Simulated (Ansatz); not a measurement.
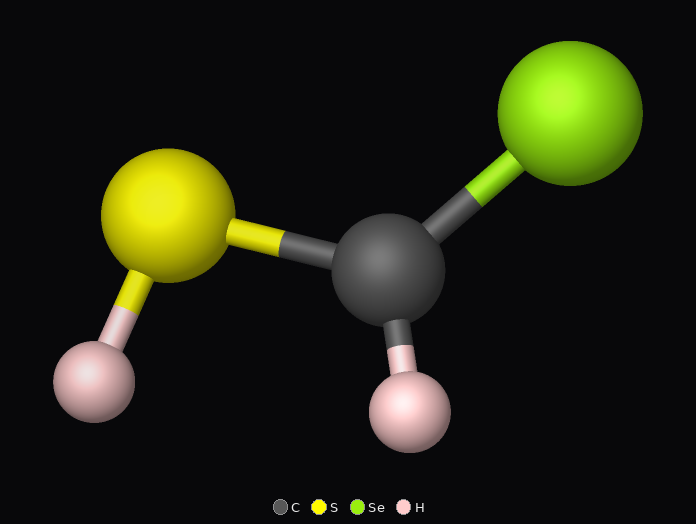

Rendered structure (ball-and-stick style).

Count the atoms of each element.

Answer. CH2SSe, 5 atoms: 1 carbon, 2 hydrogen, 1 sulfur and 1 selenium.

How many bonds of each kind are drawn?

Answer. 1 C–S, 1 C–Se, 1 C–H, 1 S–H. Sticks follow a distance rule.

The parts below concern this one geometry. Atoms keep their numbers from picture to picture. The geometry was computed by an optimisation with PBE0-D4/def2-TZVP. No frequency run is at hand to confirm it as a minimum.

## Shape

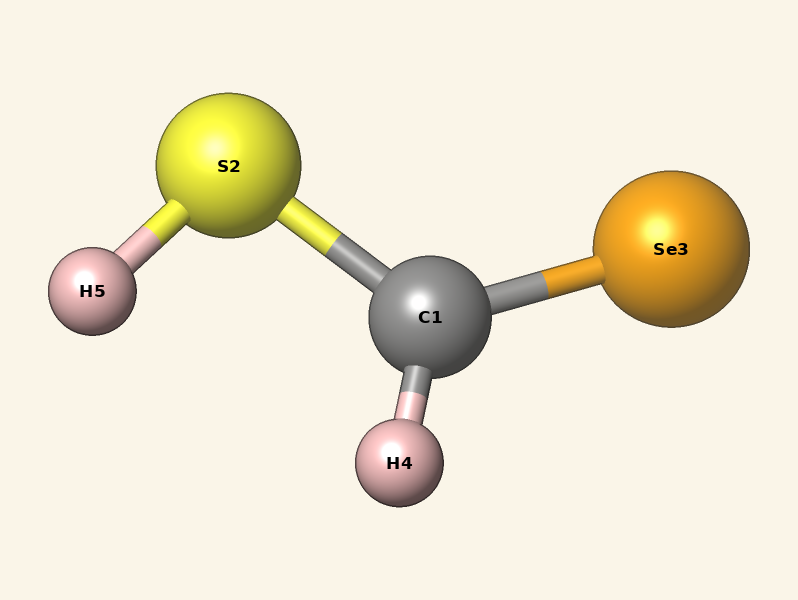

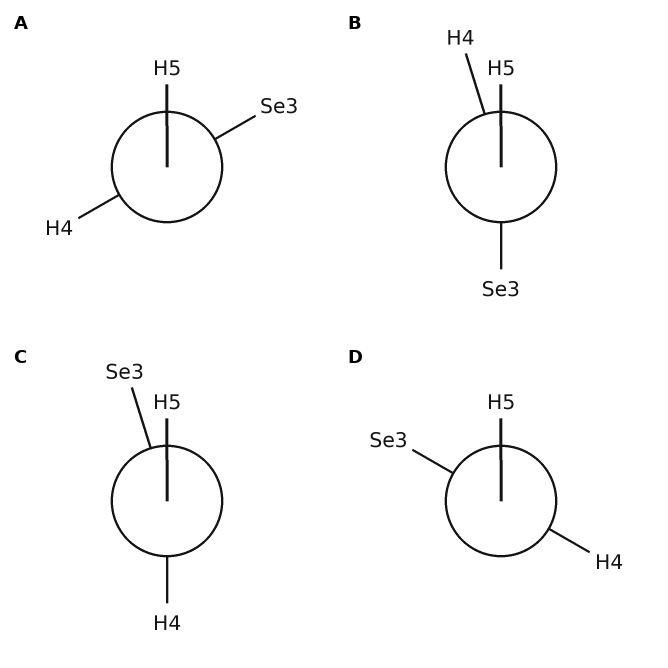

Distant atoms are faded towards the background colour. Bonds that would overlap in a projection are set slightly apart. No frequency run is at hand to confirm it as a minimum.

Which Newman projection shows the view along S2–C1, with S2 in front?

Answer. B. The torsion angle H5–S2–C1–Se3 is 180°, antiperiplanar (anti).

## Dipole moment

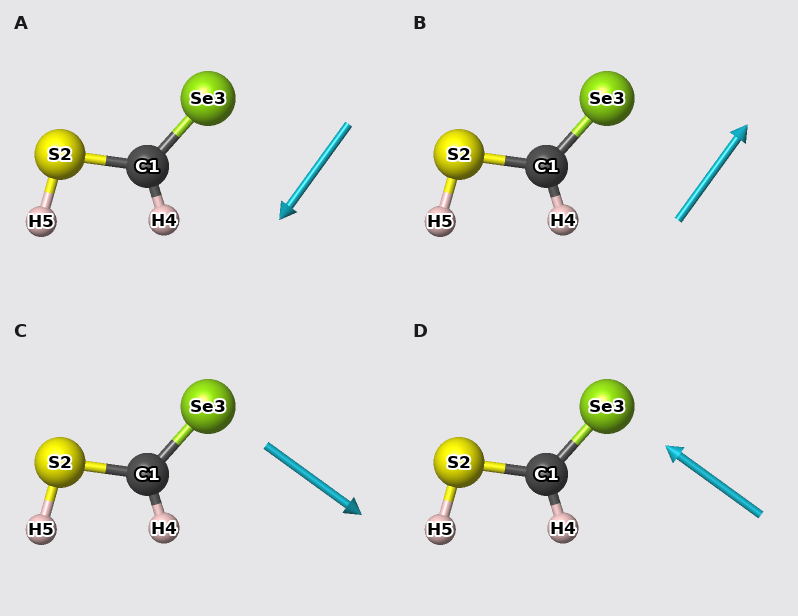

The same molecule four times, each with an arrow. No frequency run is at hand to confirm it as a minimum. Level of theory: RKS PBE0-D4/def2-TZVP (Ansatz 0.2.0).

Which arrow points along the dipole moment, from the negative to the positive end?

Answer. A. The dipole moment is 2.98 D; it points from the side of Se3 to the side of H5 (the outermost atoms at the two ends).

## Electronic properties

No frequency run is at hand to confirm it as a minimum. Method: RKS PBE0-D4/def2-TZVPP (Ansatz 0.2.0).

What does the calculation give?

- HOMO energy (Kohn–Sham orbital): −6.38 eV
- LUMO energy (Kohn–Sham orbital): −2.48 eV
- HOMO–LUMO gap: 3.89 eV

## Charges

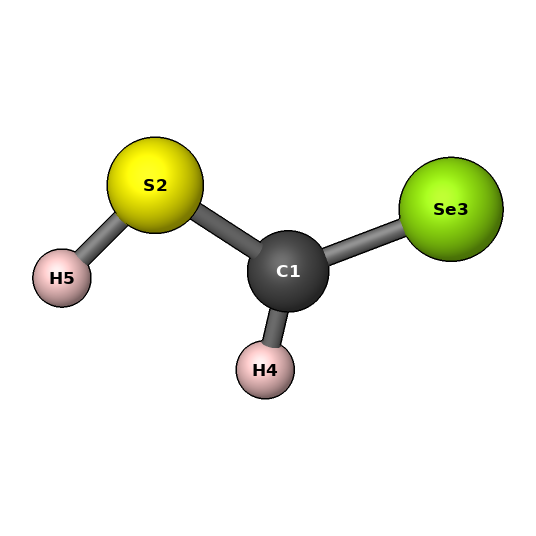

The questions are on Mulliken charges. No frequency run is at hand to confirm it as a minimum. Properties computed with RKS PBE0-D4/def2-TZVP (Ansatz 0.2.0).

Which atom carries the highest charge (most positive or least negative)?

Answer. H4 (0.17 e).

And the lowest?

Answer. C1 (−0.19 e).

List the Mulliken charges.

| atom | value (e) |
| --- | --- |
| C1 | −0.19 |
| S2 | −0.02 |
| Se3 | −0.12 |
| H4 | 0.17 |
| H5 | 0.15 |

Mulliken values depend strongly on the basis set and can even reverse the polarity of a bond.
